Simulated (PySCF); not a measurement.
## A study: C$_{4}$H$_{12}$OSi, SMILES `C[Si](C)(C)OC`

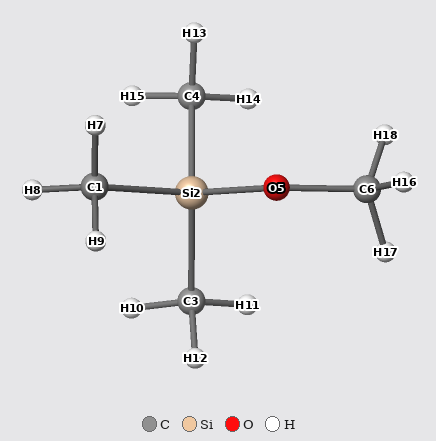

The molecule, with its atoms numbered as below. No frequency check shows the geometry to be a minimum.

Coordinates in Å:

```
C1       1.5667    1.4647    0.0146
Si2      0.3696   -0.0052    0.0003
C3       0.5950   -1.0855   -1.5593
C4       0.5919   -1.1166    1.5387
O5      -1.0857    0.7469    0.0075
C6      -2.3618    0.1793    0.0001
H7       1.4316    2.0781    0.8989
H8       2.5945    1.1189    0.0047
H9       1.4225    2.1013   -0.8517
H10      1.5976   -1.4959   -1.6234
H11     -0.0981   -1.9230   -1.5702
H12      0.4214   -0.5070   -2.4626
H13      0.4334   -0.5528    2.4539
H14     -0.1127   -1.9446    1.5396
H15      1.5891   -1.5420    1.5871
H16     -3.0897    0.9904    0.0428
H17     -2.5253   -0.4014   -0.9111
H18     -2.5040   -0.4759    0.8629
```

Part 1: Bonding charge

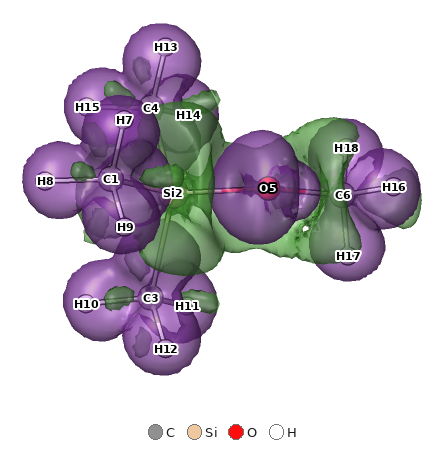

Deformation density (molecule less spherical, spin-averaged free atoms at the same positions), surfaces at ±0.05 e/Å³; purple: gain, green: loss.

Method: ωB97X/def2-TZVP; geometry: GFN2-xTB; program: PySCF.

**Describe the bonding that the map shows.**

The five largest and four smallest: C6–H16: +0.79 e/Å³ at the bond critical point (bond length 1.09 Å, Mayer order 1.0). C6–H18: +0.78 e/Å³ at the bond critical point (bond length 1.09 Å, Mayer order 1.0). C6–H17: +0.78 e/Å³ at the bond critical point (bond length 1.09 Å, Mayer order 1.0). C1–H7 and C1–H9: +0.69 e/Å³ at the bond critical point (bond length 1.08 Å, Mayer order 1.0). C4–H13: +0.69 e/Å³ at the bond critical point (bond length 1.09 Å, Mayer order 1.0). Si2–C3: +0.20 e/Å³ at the bond critical point (bond length 1.91 Å, Mayer order 1.0). Si2–C4: +0.20 e/Å³ at the bond critical point (bond length 1.91 Å, Mayer order 1.0). Si2–O5: +0.11 e/Å³ at the bond critical point (bond length 1.64 Å, Mayer order 1.2); up to 0.6 Å beside the axis the gain reaches +0.42 e/Å³. O5–C6: +0.10 e/Å³ at the bond critical point (bond length 1.40 Å, Mayer order 0.9); up to 0.6 Å beside the axis the gain reaches +0.34 e/Å³. In all, 4.3 electrons gather in the regions of gain relative to the promolecule. A small or negative value marks a very polar bond, one between electron-rich atoms, whose free-atom densities already overlap strongly, a long bond to a heavier atom, or a closed-shell contact such as a hydrogen bond.

Part 2: Local ionisation energy

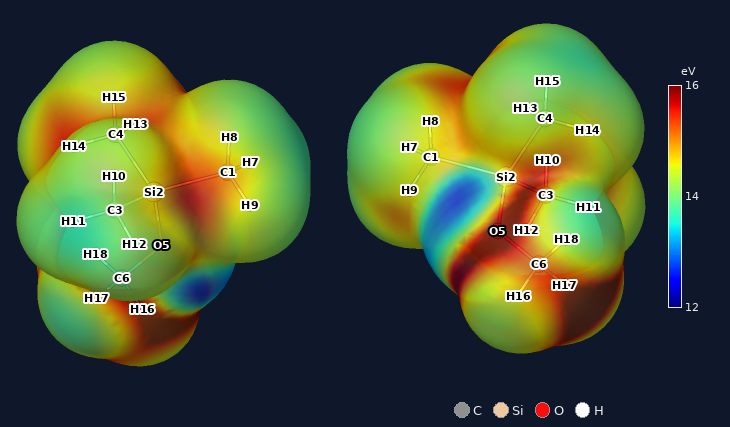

Average local ionisation energy on the surface of electron density 0.001 a.u. (back view left, front view right).

**Where are the most loosely bound electrons on this surface?**

The lowest value is 12.8 eV, 1.9 Å from O5. Further minima include 12.9 eV, 1.9 Å from O5; 13.7 eV, near H12 (1.82 Å), H10 (1.87 Å), H11 (1.97 Å) and C3 (1.99 Å), and at like points elsewhere; 13.8 eV, 1.4 Å from H17. For comparison, the highest occupied orbital lies at −10.0 eV.

Part 3: In an electric field

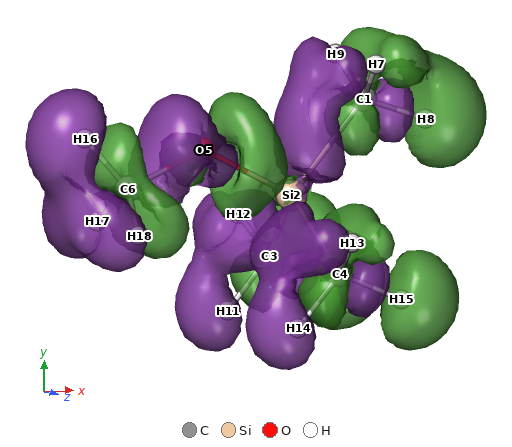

Change of the electron density in a uniform field of 0.21 V/Å, surfaces at ±0.0015 e/Å³ (purple: gain, green: loss).

Computed with PySCF, ωB97X/def2-TZVP, geometry: GFN2-xTB. A basis without diffuse functions makes polarisabilities too small.

**Along which Cartesian direction does the field point?**

Along +x: electrons gather on the −x side, against the field.

**How large is the response?**

The induced dipole is 0.79 D (along the field); α along this axis, from the fields in both directions, is 78 bohr³ (11.5 Å³).

**Which atoms gain and lose the most charge?**

Electrons gather most on H16 (Hirshfeld charge changes by −0.007 e) and leave H8 most (+0.009 e); 0.077 electrons are displaced in all.

Part 4: Removing or adding an electron

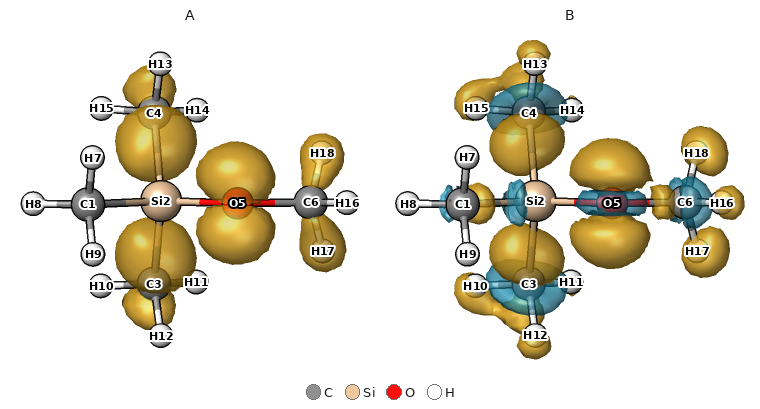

The Fukui function f⁻ from two separate SCF calculations and the density of the HOMO, at ±0.03 e/Å³ (yellow positive, teal negative).

Computed with PySCF, ωB97X/def2-TZVP, geometry: GFN2-xTB.

**Which panel is which, and how good is the frozen-orbital picture?**

B is f⁻ (it has negative regions), A the HOMO density. The HOMO lies on O5 (35 %), C3 and C4 (14 % each) and Si2 (13 %); f⁻ (Hirshfeld-condensed) is largest on O5 (0.20); the vertical ionisation energy is 9.83 eV (the stability of the cation's solution wasn't checked). Relaxation shifts 34 % of the electron between atoms. The orbital energy is −10.04 eV.
